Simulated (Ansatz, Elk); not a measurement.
## How far do independent atoms describe NaMnBr3?

Structure refinements treat a crystal as free atoms side by side. For a made-up structure of NaMnBr3 (cell and positions from a PBEsol relaxation) the runs below show what the calculated density changes in F(hkl).

Main program and level: Elk 11.2.3 (patched build); DFT, PBE, all-electron APW+lo, Dirac cores, scalar-relativistic bands, static density, ferromagnetic start.

The structure was built from a prototype and need not be the compound's stable phase.

### 1. The starting structure

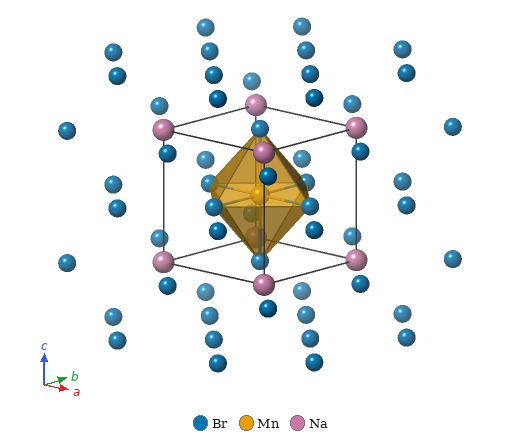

The cell as given, from a free direction (bromine blue, manganese orange, sodium pink). Some periodic images of atoms are drawn too.

### 2. Ground state and structure factors

An all-electron density is needed, since X-rays see the cores too. Task 0 finds the density and task 195 Fourier-transforms it; tshift is off so that phases refer to the origin typed.

The input, elk.in:

```
tasks
  0
  195
  196

xctype
  20

spinpol
  .true.

rgkmax
  7.0

gmaxvr
  14.0

lmaxo
  7

lmaxapw
  8

swidth
  0.002

tshift
  .false.

hmaxvr
  5.5

maxscl
  120

epspot
  1e-06

reducebf
  0.8

sppath
  './'

avec
  9.86752802855 -0.00000000000 0.00000000000
  -0.00000000000 9.86752802855 0.00000000000
  0.00000000000 0.00000000000 9.86752802855

atoms
  3
  'Br.in'
  3
  -0.0000000000 0.5000000000 0.5000000000   0.000000 0.000000 0.000000
  0.5000000000 0.5000000000 0.0000000000   0.000000 0.000000 0.000000
  0.5000000000 0.0000000000 0.5000000000   0.000000 0.000000 0.000000
  'Mn.in'
  1
  0.5000000000 0.5000000000 0.5000000000   0.000000 0.000000 -0.220000
  'Na.in'
  1
  0.0000000000 -0.0000000000 -0.0000000000   0.000000 0.000000 0.000000

ngridk
  4 4 4
```

Started as:

```bash
$ OMP_NUM_THREADS=4 elk
```

Numbers of over 12 decimals in the logs are rounded to 6 here.

Log:

```text
┌─────────────────────────┐
│ Elk code version 11.2.3 │
└─────────────────────────┘

All units are atomic (Hartree, Bohr, etc.)

┌─────────────────────────────────────────────────┐
│ Ground-state run starting from atomic densities │
└─────────────────────────────────────────────────┘

Lattice vectors :
   9.867528029      -0.000000000       0.000000000
  -0.000000000       9.867528029       0.000000000
   0.000000000       0.000000000       9.867528029

Reciprocal lattice vectors :
  0.6367537330       0.000000000      -0.000000000
   0.000000000      0.6367537330      -0.000000000
  -0.000000000      -0.000000000      0.6367537330

Unit cell volume      :    960.7825485
Brillouin zone volume :   0.2581751863

Muffin-tin inner radius fraction :   0.1000000000E-01

Nuclei treated as point charges

Species : 1 (Br)
 parameters loaded from : Br.in
 name : bromine
 nuclear charge    :   -35.00000000
 electronic charge :    35.00000000
 atomic mass :    145656.0816
 muffin-tin radius :    2.400000000
 number of radial points in muffin-tin :    993
 inner part over the whole radius :   0.9934012010E-02
 number on inner part of muffin-tin    :    703
 approximate nuclear radius :   0.7858070945E-04
 number of mesh points to nuclear radius :    344
 atomic positions (lattice), magnetic fields (Cartesian) :
  1 :   0.00000000  0.50000000  0.50000000    0.00000000  0.00000000  0.00000000
  2 :   0.50000000  0.50000000  0.00000000    0.00000000  0.00000000  0.00000000
  3 :   0.50000000  0.00000000  0.50000000    0.00000000  0.00000000  0.00000000

Species : 2 (Mn)
 parameters loaded from : Mn.in
 name : manganese
 nuclear charge    :   -25.00000000
 electronic charge :    25.00000000
 atomic mass :    100145.9370
 muffin-tin radius :    2.400000000
 number of radial points in muffin-tin :    993
 inner part over the whole radius :   0.9953723401E-02
 number on inner part of muffin-tin    :    700
 approximate nuclear radius :   0.7074591925E-04
 number of mesh points to nuclear radius :    330
 atomic positions (lattice), magnetic fields (Cartesian) :
  1 :   0.50000000  0.50000000  0.50000000    0.00000000  0.00000000 -0.22000000

Species : 3 (Na)
 parameters loaded from : Na.in
 name : sodium
 nuclear charge    :   -11.00000000
 electronic charge :    11.00000000
 atomic mass :    41907.78703
 muffin-tin radius :    2.200000000
 number of radial points in muffin-tin :    793
 inner part over the whole radius :   0.9883648912E-02
 number on inner part of muffin-tin    :    551
 approximate nuclear radius :   0.5574345702E-04
 number of mesh points to nuclear radius :    238
 atomic positions (lattice), magnetic fields (Cartesian) :
  1 :   0.00000000  0.00000000  0.00000000    0.00000000  0.00000000  0.00000000

Total number of atoms per unit cell :    5
Total muffin-tin volume :    276.2255813
 ratio of muffin-tin to unit cell volume :   0.2875006230

Spin treatment :
 spin-polarised
 global magnetic field (Cartesian) :    0.000000000       0.000000000       0.000000000
 collinear magnetisation in z-direction

Number of Bravais lattice symmetries :   48
Number of crystal symmetries         :   48
Crystal has inversion symmetry
Real symmetric eigensolver will be used

k-point grid :      4     4     4
k-point offset :    0.000000000       0.000000000       0.000000000
k-point set is reduced with full crystal symmetry group
Total number of k-points :       10

Muffin-tin radius times maximum |G+k| :    7.000000000
 using average radius
Maximum |G+k| for APW functions       :    2.966101695
Maximum (1/2)|G+k|²                   :    4.398879632
Maximum |G| for potential and density :    14.00000000
Constant for pseudocharge density :    8
 order of it for each species :   15  15  15
 order of it for pair densities of each species (exact exchange by exxq0 0: 16) :   10  10   8
Radial integration step length :    1

G-vector grid sizes :     45    45    45
Number of G-vectors :    44395

Maximum angular momentum used for
[...]
total in muffin-tins        :    4.243244468
 total moment                :    4.525761576

RMS change in Kohn-Sham potential (target) :    2.357256251     (  0.1000000000E-05)
Absolute change in total energy (target)   :    3.199347637     (  0.1000000000E-03)

[... loops 3 to 18 left out ...]

┌──────────────────┐
│ Loop number : 19 │
└──────────────────┘

Energies :
 Fermi                       :     0.107649
 sum of occupied eigenvalues :     -5309.9761712649
 electron kinetic            :      9353.7843980844
 core electron kinetic       :      8474.2820551933
 Coulomb                     :     -18151.266410813
 Coulomb potential           :     -14216.744136201
 nuclear-nuclear             :     -968.60933567592
 electron-nuclear            :     -20165.987671076
 Hartree                     :      2983.3305959391
 Madelung                    :     -11042.894342712
 xc potential                :     -446.64509456850
 xc effective B-field        :    -0.371287
 external B-field            :      0.000000
 exchange                    :     -337.05948240766
 correlation                 :     -6.653333
 electron entropic           :    -0.21077629309613E-04
 total energy                :     -9141.1948491674
 (external B-field energy excluded from total)

Density of states at Fermi energy :   0.8186340492
 (states/Hartree/unit cell)

Estimated indirect band gap :   0.2080765410E-01
 from k-point 10 to k-point 1
Estimated direct band gap   :   0.4045874603E-01
 at k-point 6

Charges :
 core                        :    66.00000000
 valence                     :    75.00000000
 interstitial                :    6.902562219
 muffin-tins (core leakage)
  species : 1 (Br)
[...]
species : 2 (Mn)
[...]
species : 3 (Na)
[...]
total in muffin-tins        :    134.0974378
 total calculated charge     :    140.9992763
 total charge                :    141.0000000
 error                       :   0.7237459488E-03

Moments :
 interstitial                :   0.3137098223
 muffin-tins
  species : 1 (Br)
[...]
species : 2 (Mn)
[...]
species : 3 (Na)
[...]
total in muffin-tins        :    4.684584376
 total moment                :    4.998294199

RMS change in Kohn-Sham potential (target) :   0.7875918231E-06 (  0.1000000000E-05)
Absolute change in total energy (target)   :   0.1442186840E-04 (  0.1000000000E-03)

Convergence targets achieved

┌──────────────────┐
│ Loop number : 20 │
└──────────────────┘

Energies :
 Fermi                       :     0.107649
 sum of occupied eigenvalues :     -5309.9761475686
 electron kinetic            :      9353.7844024889
 core electron kinetic       :      8474.2820540680
 Coulomb                     :     -18151.266397996
 Coulomb potential           :     -14216.744135226
 nuclear-nuclear             :     -968.60933567592
 electron-nuclear            :     -20165.987647007
 Hartree                     :      2983.3305846875
 Madelung                    :     -11042.894330383
 xc potential                :     -446.64508198360
 xc effective B-field        :    -0.371283
 external B-field            :      0.000000
 exchange                    :     -337.05947928929
 correlation                 :     -6.653333
 electron entropic           :    -0.21104808950010E-04
 total energy                :     -9141.1948291001
 (external B-field energy excluded from total)

Density of states at Fermi energy :   0.8198802646
 (states/Hartree/unit cell)

Estimated indirect band gap :   0.2080150925E-01
 from k-point 10 to k-point 1
Estimated direct band gap   :   0.4045224520E-01
 at k-point 6

Charges :
 core                        :    66.00000000
 valence                     :    75.00000000
 interstitial                :    6.902562501
 muffin-tins (core leakage)
  species : 1 (Br)
[...]
atom 3                    :    33.54881275     (  0.2296059793E-04)
  species : 2 (Mn)
   atom 1                    :    23.49920021     ( -0.2246775654E-06)
  species : 3 (Na)
   atom 1                    :    9.951799031     ( -0.9715865668E-07)
 total in muffin-tins        :    134.0974375
 total calculated charge     :    140.9992763
 total charge                :    141.0000000
 error                       :   0.7237445544E-03

Moments :
 interstitial                :   0.3137088144
 muffin-tins
  species : 1 (Br)
[...]
atom 3                    :   0.8046686984E-01
  species : 2 (Mn)
   atom 1                    :    4.442356198
  species : 3 (Na)
   atom 1                    :   0.8260584272E-03
 total in muffin-tins        :    4.684582866
 total moment                :    4.998291680

┌──────────────────────────────┐
│ Self-consistent loop stopped │
└──────────────────────────────┘

Wrote STATE.OUT
```

Wall time 2.4 min (4 threads of Arm Neoverse V2, shared host); peak memory 0.51 GiB; 6.8 min of CPU time.

SFACRHO.OUT:

```text

h k l indices transformed by vhmat matrix:
   1.000000000       0.000000000       0.000000000    
   0.000000000       1.000000000       0.000000000    
   0.000000000       0.000000000       1.000000000    

      h      k      l  multipl.   |H|            Re(F)            Im(F)           |F|

      0      0      0      1   0.0000000       141.00000      0.91174200E-17   141.00000    
      0      0      1      6  0.63675373      -45.856977      0.10012276E-13   45.856977    
      0     -1      1     12  0.90050577     -0.52159760     -0.62265100E-14  0.52159760    
     -1     -1     -1      8   1.1028898       76.848169      0.13257668E-13   76.848169    
      0      0     -2      6   1.2735075       112.29961      0.19162095E-13   112.29961    
     -1     -2      0     24   1.4238246      -37.574372     -0.13235663E-13   37.574372    
     -2      1      1     24   1.5597217     -0.54701338     -0.19120396E-13  0.54701338    
     -2      2      0     12   1.8010115       98.478172      0.11212871E-13   98.478172    
     -2      1     -2     24   1.9102612      -33.341555     -0.21021283E-13   33.341555    
     -3      0      0      6   1.9102612      -33.413093     -0.13751772E-12   33.413093    
      0      3     -1     24   2.0135921      -1.1357016     -0.31774696E-13   1.1357016    
      3     -1      1     24   2.1118732       60.988647     -0.49367361E-13   60.988647    
      2      2      2      8   2.2057796       89.596104     -0.44595295E-13   89.596104    
      0      3     -2     24   2.2958482      -30.659462      0.10707069E-12   30.659462    
     -3      1      2     48   2.3825143      -1.8537650      0.99248942E-14   1.8537650    
      4      0      0      6   2.5470149       83.102158     -0.27675740E-13   83.102158    
     -1      0      4     24   2.6254029      -28.696672     -0.25698498E-15   28.696672    
      2     -3     -2     24   2.6254029      -28.596581     -0.10332356E-12   28.596581
```

Elk indexes on the primitive cell of elk.in and gives |H| = 4π sin θ/λ in inverse bohr. Below, one row stands for each form hkl of the conventional cell (m members, Friedel mates merged), F is for one primitive cell and the density is static (no thermal factor). Free-atom factors are Waasmaier and Kirfel's, and R is Σm||F|−|F'||/Σm|F|.

| hkl | m | sin θ/λ (Å⁻¹) | abs F, DFT | neutral atoms | diff. | ions | diff. |
| --- | --- | --- | --- | --- | --- | --- | --- |
| 100 | 6 | 0.096 | 45.857 | 45.583 | +0.274 | 45.438 | +0.419 |
| 110 | 12 | 0.135 | 0.522 | 0.284 | +0.237 | 0.722 | -0.200 |
| 111 | 8 | 0.166 | 76.848 | 76.597 | +0.251 | 76.700 | +0.149 |
| 200 | 6 | 0.192 | 112.300 | 112.141 | +0.159 | 112.170 | +0.130 |
| 210 | 24 | 0.214 | 37.574 | 37.524 | +0.050 | 37.579 | -0.004 |
| 211 | 24 | 0.235 | 0.547 | 0.552 | -0.005 | 0.325 | +0.222 |
| 220 | 12 | 0.271 | 98.478 | 98.657 | -0.178 | 98.672 | -0.194 |
| 221 | 24 | 0.287 | 33.342 | 33.417 | -0.076 | 33.487 | -0.145 |
| 300 | 6 | 0.287 | 33.413 | 33.417 | -0.004 | 33.487 | -0.074 |
| 310 | 24 | 0.303 | 1.136 | 1.214 | -0.078 | 1.046 | +0.090 |
| 311 | 24 | 0.318 | 60.989 | 61.217 | -0.228 | 61.009 | -0.020 |
| 222 | 8 | 0.332 | 89.596 | 89.821 | -0.225 | 89.805 | -0.209 |
| 320 | 24 | 0.345 | 30.660 | 30.694 | -0.034 | 30.726 | -0.066 |
| 321 | 48 | 0.358 | 1.854 | 1.891 | -0.037 | 1.796 | +0.058 |

The ions are Na+, Mn2+ and Br−, by formal charge.

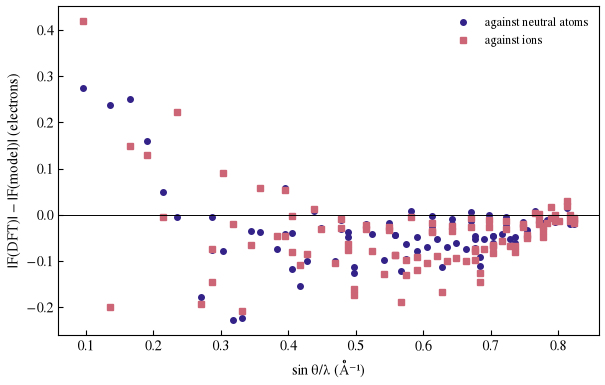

Difference between the calculated structure factors and the independent-atom ones.

### 3. The magnetisation density

The same run holds the spin density, and task 196 transforms it. The order is that of the start, and no other was tried.

SFACMAG_1.OUT:

```text

h k l indices transformed by vhmat matrix:
   1.000000000       0.000000000       0.000000000    
   0.000000000       1.000000000       0.000000000    
   0.000000000       0.000000000       1.000000000    

      h      k      l  multipl.   |H|            Re(F)            Im(F)           |F|

      0      0      0      1   0.0000000       4.9982919     -0.71968428E-17   4.9982919    
      0      0      1      6  0.63675373      -4.2419202      0.45112009E-15   4.2419202    
      0     -1      1     12  0.90050577       3.6796392     -0.46466251E-15   3.6796392    
     -1     -1     -1      8   1.1028898      -3.2465227     -0.11023843E-14   3.2465227    
      0      0     -2      6   1.2735075       3.1085890      0.71247568E-15   3.1085890    
     -1     -2      0     24   1.4238246      -2.7703567     -0.93605231E-15   2.7703567    
     -2      1      1     24   1.5597217       2.5014608      0.74179281E-15   2.5014608    
     -2      2      0     12   1.8010115       2.1263981      0.59217829E-15   2.1263981    
     -2      1     -2     24   1.9102612      -1.9540778     -0.67805391E-15   1.9540778    
     -3      0      0      6   1.9102612      -1.8827265     -0.41893312E-14   1.8827265    
      0      3     -1     24   2.0135921       1.7518547     -0.36559713E-14   1.7518547    
      3     -1      1     24   2.1118732      -1.6378651      0.36246488E-14   1.6378651    
      2      2      2      8   2.2057796       1.5451130     -0.10815790E-14   1.5451130    
      0      3     -2     24   2.2958482      -1.4118506      0.21279744E-14   1.4118506    
     -3      1      2     48   2.3825143       1.3275473      0.82938486E-15   1.3275473    
      4      0      0      6   2.5470149       1.1157919     -0.50440529E-15   1.1157919
```

The total moment is 5.00 μB a cell; sphere moments: Br1 +0.08, Br2 +0.08, Br3 +0.08, Mn4 +4.44, Na5 0.00 μB. Polarised neutrons measure spin and orbital magnetisation together; without spin-orbit coupling the run gives the spin part:

| hkl | sin θ/λ (Å⁻¹) | abs F_M (μB) |
| --- | --- | --- |
| 100 | 0.096 | 4.242 |
| 110 | 0.135 | 3.680 |
| 111 | 0.166 | 3.247 |
| 200 | 0.192 | 3.109 |
| 210 | 0.214 | 2.770 |
| 211 | 0.235 | 2.502 |
| 220 | 0.271 | 2.126 |
| 221 | 0.287 | 1.954 |
| 300 | 0.287 | 1.883 |
| 310 | 0.303 | 1.752 |
| 311 | 0.318 | 1.638 |
| 222 | 0.332 | 1.545 |
| 320 | 0.345 | 1.412 |
| 321 | 0.358 | 1.327 |

### 4. Outcome

* R against neutral atoms, sin θ/λ < 0.3 Å⁻¹: 0.27 %
* R against neutral atoms, 0.3 to 0.82 Å⁻¹: 0.21 %
* R against ions, below 0.3 Å⁻¹: 0.40 %

Independent neutral atoms miss the calculated amplitudes by R = 0.27 % below 0.3 Å⁻¹ and 0.21 % from there to 0.82 Å⁻¹; by shells, 1.60 % below 0.15 Å⁻¹ (2 forms), 0.19 % 0.15 to 0.3 (7 forms), 0.26 % 0.3 to 0.45 (14 forms), 0.19 % above 0.45 (75 forms). Bonding, aspherical density and the tables' own atoms all enter these figures, and the runs don't part them. The largest change of an amplitude is +0.27 electrons, at 100. Weak lines can change much in proportion: 110 goes from 0.28 to 0.52. Formal ions give R = 0.40 % at low angle, further off than neutral atoms. The magnetic order is that of the start. No other order was tried here, and an antiferromagnetic one would change or move the magnetic intensity. The basis has no finished test. The k-mesh has no finished test. Part of the difference isn't bonding: the tables are fits to free atoms and ions calculated by other methods than this functional. Thermal motion, anomalous dispersion and extinction are left out.

[Logs are printed without paths, hosts, clocks, repeated set-up lines and the standing remarks that a program may print on its own settings, such as how far it seeks lower states.]

[Hosts, paths, dates, database ids (printed as entryN), source tags and the programs' standing remarks are cut or masked in the printed files.]
